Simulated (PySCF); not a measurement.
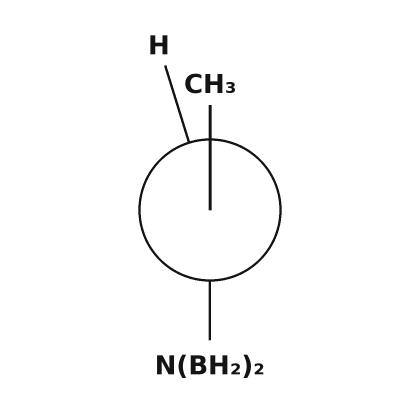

A Newman projection along the S–B bond, sulfur in front; angles are drawn as computed, but eclipsed bonds slightly apart. The geometry was computed by an optimisation with PBE0-D3(BJ)/def2-SVP. No frequency run is at hand to confirm it as a minimum.

Question: Which molecule is it?

Answer: CH8B3NS, BN(B)BSC

Question: What is the torsion angle from the front CH3 to the back N(BH2)2? The sign is positive where the front bond must turn clockwise to cover the back bond.

Answer: 180°, antiperiplanar (anti).
